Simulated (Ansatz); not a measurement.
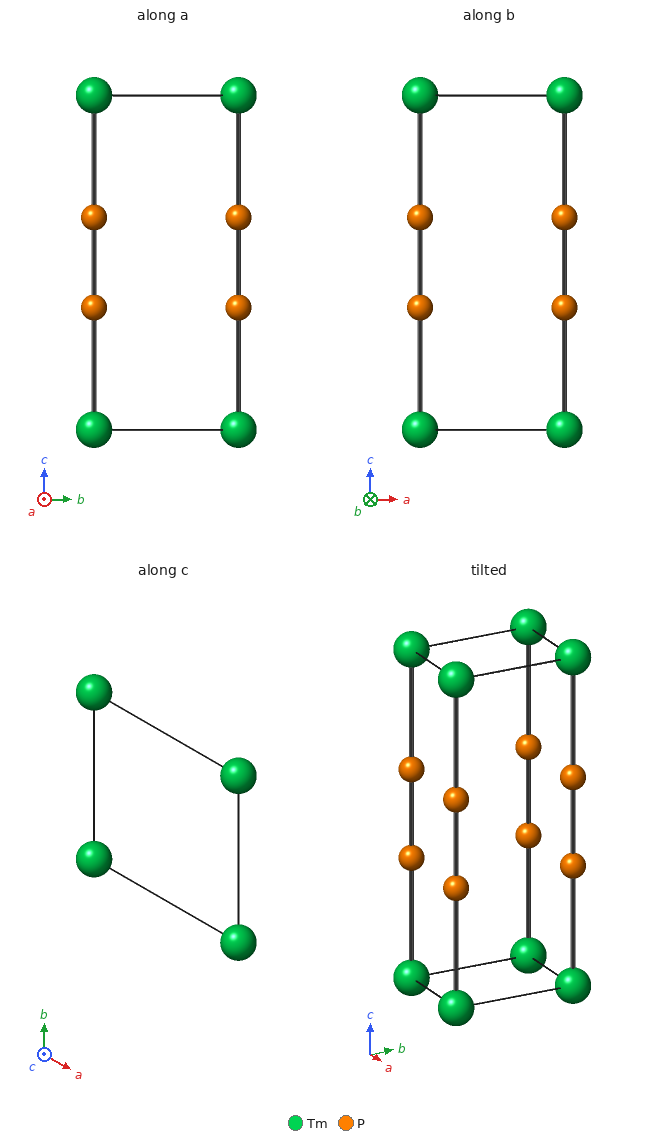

View along the a axis, along the b axis, along the c axis and slightly off an axis, drawn as a ball-and-stick model. Thin lines show the conventional unit cell, with boundary atoms drawn in all their periodic places.

Lattice parameters: a = 3.6049 Å, b = 3.6049 Å, c = 7.2270 Å, α = 90.000°, β = 90.000°, γ = 120.000°.

**Write down what is shown as a CIF with its space group and independent sites, with free fractional coordinates to two decimals.**

```cif
data_structure
_symmetry_space_group_name_H-M 'P 6/m m m'
_symmetry_Int_Tables_number 191
_cell_length_a 3.6049
_cell_length_b 3.6049
_cell_length_c 7.2270
_cell_angle_alpha 90.000
_cell_angle_beta 90.000
_cell_angle_gamma 120.000
_cell_volume 81.34
loop_
_atom_site_label
_atom_site_type_symbol
_atom_site_symmetry_multiplicity
_atom_site_Wyckoff_symbol
_atom_site_fract_x
_atom_site_fract_y
_atom_site_fract_z
_atom_site_occupancy
Tm1 Tm 1 a 0.00 0.00 0.00 1
P1 P 2 e 0.00 0.00 0.37 1
```

Starting structure: a random cell made by a generator, so it need not be a real form of the compound. Cell shown after relaxation with Ansatz, DFT PBE, scalar-relativistic, plane waves, PAW; 4f electrons in the core of a trivalent norm-conserving potential.
